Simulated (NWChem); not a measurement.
**C2H6S+ (SMILES C[S+]C) at 3 levels**

Aim: a comparison of 3 runs (UHF/STO-3G, UHF/3-21G, UB3LYP/6-31G*) of C2H6S+. 

The calculation is run with NWChem 7.3.0.

### 1 The structure to begin with

C2H6S+ has 9 atoms, charge +1, and is taken as a doublet. As SMILES, `C[S+]C`. The coordinates come from a GFN2-xTB relaxation.

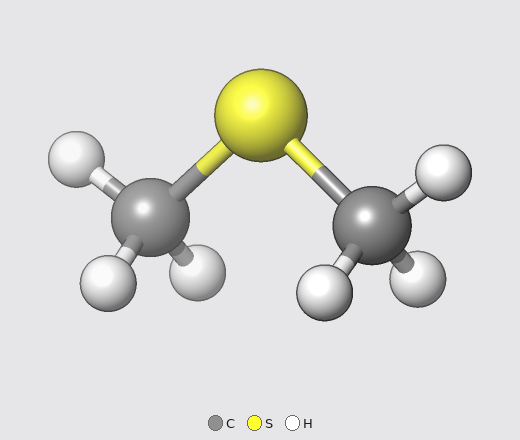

The structure, seen from a chosen angle (carbon grey, sulfur yellow, hydrogen white).

### 2 Energy and forces at UHF/STO-3G (run 1)

run.py reads:

```python
from ase import Atoms
from ase.calculators.nwchem import NWChem

molecule = Atoms(['C', 'S', 'C', 'H', 'H', 'H', 'H', 'H', 'H'], positions=[
    [-0.525630, 1.010350, -0.787490],
    [0.811760, -0.164480, -0.795600],
    [0.568440, -1.017900, 0.747730],
    [-1.486180, 0.494920, -0.750040],
    [-0.466960, 1.604650, -1.696470],
    [-0.456750, 1.663970, 0.082900],
    [-0.397800, -1.524520, 0.752970],
    [1.363890, -1.750870, 0.863810],
    [0.589240, -0.316120, 1.582190],
])

calc = NWChem(
    label='job',
    theory='scf',
    memory='2200 mb',
    basis='STO-3G',
    basispar='spherical bse',
    charge=1,
    scf={'nopen': '1', 'uhf': None, 'thresh': '1e-08', 'maxiter': '80'},
)
molecule.calc = calc

forces = molecule.get_forces()
e = molecule.get_potential_energy()
print(f"E = {e:.6f} eV")
print("forces (eV/A):")
for s, f in zip(molecule.symbols, forces):
    print(f"{s:2s} {f[0]:10.5f} {f[1]:10.5f} {f[2]:10.5f}")
```

On the command line:

```console
$ export ASE_NWCHEM_COMMAND="nwchem PREFIX.nwi > PREFIX.nwo"
$ python run.py
```

What it wrote:

```text
E = -12824.248317 eV
forces (eV/A):
C    -1.22462    1.06994   -0.00823
S     0.97733   -0.19103   -0.95203
C    -0.22261   -0.80393    1.38171
H     0.12156   -0.14552   -0.06417
H     0.02139   -0.01332    0.00021
H     0.19144   -0.07035   -0.01656
H     0.03785    0.03152   -0.18764
H    -0.00309    0.02257   -0.01286
H     0.10079    0.10007   -0.14043
```

The calculator wrote job.nwi:

```
title "job"

permanent_dir job

scratch_dir job

start job

geometry units angstrom nocenter noautosym noautoz
  C  -5.2563000000000004e-01 1.0103500000000001e+00 -7.8749000000000002e-01
  S  8.1176000000000004e-01 -1.6447999999999999e-01 -7.9559999999999997e-01
  C  5.6843999999999995e-01 -1.0179000000000000e+00 7.4773000000000001e-01
  H  -1.4861800000000001e+00 4.9492000000000003e-01 -7.5004000000000004e-01
  H  -4.6695999999999999e-01 1.6046499999999999e+00 -1.6964699999999999e+00
  H  -4.5674999999999999e-01 1.6639699999999999e+00 8.2900000000000001e-02
  H  -3.9779999999999999e-01 -1.5245200000000001e+00 7.5297000000000003e-01
  H  1.3638900000000000e+00 -1.7508699999999999e+00 8.6380999999999997e-01
  H  5.8923999999999999e-01 -3.1612000000000001e-01 1.5821900000000000e+00
end

charge 1

memory 2200 mb

basis spherical bse noprint
   * library STO-3G
end

scf
  nopen 1
  uhf
  thresh 1e-08
  maxiter 80
end

task scf gradient
```

job.nwo:

```text
Northwest Computational Chemistry Package (NWChem) 7.3.0
             --------------------------------------------------------

           Job information
           ---------------

    nwchem branch   = 7.3.0
    use scalapack   = T
    input           = job.nwi
    prefix          = job.
    data base       = job/job.db
    status          = startup
    nproc           =        1

           Memory information
           ------------------

    heap     =     72089596 doubles =      550.0 Mbytes
    stack    =     72089601 doubles =      550.0 Mbytes
    global   =    144179200 doubles =     1100.0 Mbytes (distinct from heap & stack)
    total    =    288358397 doubles =     2200.0 Mbytes
    verify   = yes
    hardfail = no

[... 37 lines left out ...]
            Nuclear Dipole moment (a.u.)
[... 89 lines left out ...]
 1-e energy   =    -849.632872
[... 7 lines left out ...]
         Quadratically convergent UHF
[... 14 lines left out ...]
       Final UHF  results
[... 3 lines left out ...]
      One electron energy =   -862.897489571642
[... 1 line left out ...]
 Nuclear repulsion energy =    111.923520207934
[... 37 lines left out ...]
          Final beta eigenvalues
[... 173 lines left out ...]
                     UHF Final Beta Molecular Orbital Analysis
[... 220 lines left out ...]
                         UHF ENERGY GRADIENTS

    atom               coordinates                        gradient
                 x          y          z           x          y          z
   1 C      -0.993297   1.909285  -1.488140    0.023815  -0.020807   0.000160
   2 S       1.534004  -0.310822  -1.503466   -0.019006   0.003715   0.018514
   3 C       1.074196  -1.923552   1.413005    0.004329   0.015634  -0.026870
[... 5 lines of this table left out ...]
   9 H       1.113502  -0.597380   2.989906   -0.001960  -0.001946   0.002731

                 ----------------------------------------
                 |  Time  |  1-e(secs)   |  2-e(secs)   |
                 ----------------------------------------
                 |  CPU   |       0.00   |       0.16   |
                 ----------------------------------------
                 |  WALL  |       0.00   |       0.16   |
                 ----------------------------------------

 Task  times  cpu:        1.3s     wall:        1.3s
 Total times  cpu:        1.4s     wall:        1.4s
```

It took 2.9 s on 1 thread of AMD EPYC 7R13 (Zen 3), shared host; peak memory 0.098 GiB.

### 3 Energy and gradient at UHF/3-21G (run 2)

c2h6s.xyz reads:

```xyz
9
C2H6S gradient
C     -0.525630     1.010350    -0.787490
S      0.811760    -0.164480    -0.795600
C      0.568440    -1.017900     0.747730
H     -1.486180     0.494920    -0.750040
H     -0.466960     1.604650    -1.696470
H     -0.456750     1.663970     0.082900
H     -0.397800    -1.524520     0.752970
H      1.363890    -1.750870     0.863810
H      0.589240    -0.316120     1.582190
```

c2h6s.nw reads:

```
START c2h6s
TITLE "C2H6S gradient"
memory stack 880 mb heap 220 mb global 1100 mb
charge 1

GEOMETRY noautosym nocenter noautoz
   load format xyz c2h6s.xyz
END

BASIS spherical bse
   C library 3-21G
   S library 3-21G
   H library 3-21G
END

SCF
   doublet
   uhf
   thresh 1e-08
   maxiter 80
END

TASK scf gradient
```

On the command line:

```console
$ nwchem c2h6s.nw > c2h6s.out
```

What it wrote:

```text
[...]
  functions       =    43
[...]
  wavefunction    = UHF
[...]
         Total SCF energy =   -474.050156479179
      One electron energy =   -865.472444612729
      Two electron energy =    279.498767925616
 Nuclear repulsion energy =    111.923520207934
                       Sz =      0.5000
                 Sz(Sz+1) =      0.7500
                      S^2 =      0.7584
[...]
                         UHF ENERGY GRADIENTS
    atom               coordinates                        gradient
                 x          y          z           x          y          z
   1 C      -0.993297   1.909285  -1.488140    0.033798  -0.032981   0.004715
   2 S       1.534004  -0.310822  -1.503466   -0.027579   0.005454   0.026971
   3 C       1.074196  -1.923552   1.413005    0.002038   0.025814  -0.039560
   4 H      -2.808473   0.935263  -1.417370   -0.005554   0.000052   0.001044
   5 H      -0.882426   3.032349  -3.205863    0.000443   0.003482  -0.005507
   6 H      -0.863132   3.144447   0.156658   -0.002472   0.003674   0.003738
   7 H      -0.751733  -2.880925   1.422907   -0.004344  -0.002448   0.002696
   8 H       2.577378  -3.308665   1.632364    0.004998  -0.004496   0.000460
   9 H       1.113502  -0.597380   2.989906   -0.001328   0.001450   0.005444
[...]
```

Wall time 2.9 s (1 thread of AMD EPYC 7R13 (Zen 3), shared host); peak memory 0.098 GiB.

### 4 Energy and forces at UB3LYP/6-31G(d) (Cartesian functions) (run 3)

run.py reads:

```python
from ase import Atoms
from ase.calculators.nwchem import NWChem

atoms = Atoms(['C', 'S', 'C', 'H', 'H', 'H', 'H', 'H', 'H'], positions=[
    [-0.525630, 1.010350, -0.787490],
    [0.811760, -0.164480, -0.795600],
    [0.568440, -1.017900, 0.747730],
    [-1.486180, 0.494920, -0.750040],
    [-0.466960, 1.604650, -1.696470],
    [-0.456750, 1.663970, 0.082900],
    [-0.397800, -1.524520, 0.752970],
    [1.363890, -1.750870, 0.863810],
    [0.589240, -0.316120, 1.582190],
])

calc = NWChem(
    label='job',
    theory='dft',
    memory='2200 mb',
    basis='6-31G*',
    charge=1,
    dft={'xc': 'b3lyp', 'mult': '2', 'grid': 'xfine', 'convergence': 'energy 1e-08', 'iterations': '100', 'mulliken': None},
)
atoms.calc = calc

forces = atoms.get_forces()
print("Total energy (eV):", round(atoms.get_potential_energy(), 6))
print("forces (eV/A):")
for s, f in zip(atoms.symbols, forces):
    print(f"{s:2s} {f[0]:10.5f} {f[1]:10.5f} {f[2]:10.5f}")
```

On the command line:

```console
$ export ASE_NWCHEM_COMMAND="nwchem PREFIX.nwi > PREFIX.nwo"
$ python run.py
```

What it wrote:

```text
Total energy (eV): -12998.834783
forces (eV/A):
C    -0.16563    0.32818   -0.25048
S     0.14393   -0.02473   -0.13848
C     0.19376   -0.31758    0.23891
H    -0.19828   -0.21572    0.01707
H     0.04278    0.07451   -0.16090
H     0.09493    0.11107    0.24595
H    -0.26097   -0.09220   -0.08048
H     0.13457   -0.10495   -0.01538
H     0.01496    0.24138    0.14378
```

The calculator wrote job.nwi:

```
title "job"

permanent_dir job

scratch_dir job

start job

geometry units angstrom nocenter noautosym noautoz
  C  -5.2563000000000004e-01 1.0103500000000001e+00 -7.8749000000000002e-01
  S  8.1176000000000004e-01 -1.6447999999999999e-01 -7.9559999999999997e-01
  C  5.6843999999999995e-01 -1.0179000000000000e+00 7.4773000000000001e-01
  H  -1.4861800000000001e+00 4.9492000000000003e-01 -7.5004000000000004e-01
  H  -4.6695999999999999e-01 1.6046499999999999e+00 -1.6964699999999999e+00
  H  -4.5674999999999999e-01 1.6639699999999999e+00 8.2900000000000001e-02
  H  -3.9779999999999999e-01 -1.5245200000000001e+00 7.5297000000000003e-01
  H  1.3638900000000000e+00 -1.7508699999999999e+00 8.6380999999999997e-01
  H  5.8923999999999999e-01 -3.1612000000000001e-01 1.5821900000000000e+00
end

charge 1

memory 2200 mb

basis noprint
   * library 6-31G*
end

dft
  xc b3lyp
  mult 2
  grid xfine
  convergence energy 1e-08
  iterations 100
  mulliken
end

task dft gradient
```

job.nwo:

```text
Northwest Computational Chemistry Package (NWChem) 7.3.0
             --------------------------------------------------------

           Job information
           ---------------

    nwchem branch   = 7.3.0
    use scalapack   = T
    input           = job.nwi
    prefix          = job.
    data base       = job/job.db
    status          = startup
    nproc           =        1

           Memory information
           ------------------

    heap     =     72089596 doubles =      550.0 Mbytes
    stack    =     72089601 doubles =      550.0 Mbytes
    global   =    144179200 doubles =     1100.0 Mbytes (distinct from heap & stack)
    total    =    288358397 doubles =     2200.0 Mbytes
    verify   = yes
    hardfail = no

[... 122 lines left out ...]
          Convergence on energy requested:  1.00D-08
[... 26 lines left out ...]
          Convergence Information
[... 32 lines left out ...]
 1-e energy   =    -849.580335
[... 61 lines left out ...]
      One electron energy =     -869.028688913853
[... 8 lines left out ...]
                    DFT Final Alpha Molecular Orbital Analysis
[... 984 lines left out ...]
          Convergence on gradient requested:  5.00D-04
[... 27 lines left out ...]
          total energy or number of iterations.
[... 26 lines left out ...]
                         DFT ENERGY GRADIENTS

    atom               coordinates                        gradient
                 x          y          z           x          y          z
   1 C      -0.993297   1.909285  -1.488140    0.003221  -0.006382   0.004871
   2 S       1.534004  -0.310822  -1.503466   -0.002799   0.000481   0.002693
   3 C       1.074196  -1.923552   1.413005   -0.003768   0.006176  -0.004646
[... 5 lines of this table left out ...]
   9 H       1.113502  -0.597380   2.989906   -0.000291  -0.004694  -0.002796

                 ----------------------------------------
                 |  Time  |  1-e(secs)   |  2-e(secs)   |
                 ----------------------------------------
                 |  CPU   |       0.00   |       1.12   |
                 ----------------------------------------
                 |  WALL  |       0.00   |       1.12   |
                 ----------------------------------------

 Task  times  cpu:       36.8s     wall:       36.8s
 Total times  cpu:       36.9s     wall:       36.9s
```

It took 38 s on 1 thread of AMD EPYC 7R13 (Zen 3), shared host; peak memory 0.14 GiB.

### 5 All runs side by side

| run | level | Cartesian functions | iteration cap | energy (Eh) | HOMO energy (eV) | LUMO energy (eV) | ⟨S²⟩ | wall time |
| --- | --- | --- | --- | --- | --- | --- | --- | --- |
| 1 | UHF/STO-3G | no | 80 | -471.282437 | -17.90 | -4.17 | 0.758 | 2.9 s |
| 2 | UHF/3-21G | no | 80 | -474.050156 | -18.61 | -6.69 | 0.758 | 2.9 s |
| 3 | UB3LYP/6-31G* (Cartesian functions) | yes | 100 | -477.698371 | -14.55 | -11.19 | 0.753 | 38 s |

### 6 Results

```
                                 quantity          value
                      run 3: total energy  -477.69837 Eh
run 3: HOMO energy (highest over α and β)      -14.55 eV
 run 3: LUMO energy (lowest over α and β)      -11.19 eV
                              run 3: ⟨S²⟩          0.753
          run 3: largest force on an atom     0.445 eV/Å
```

**Reading.** In run 1 the basis is minimal, so the values are rough. All runs together took 44 s, the longest 38 s.
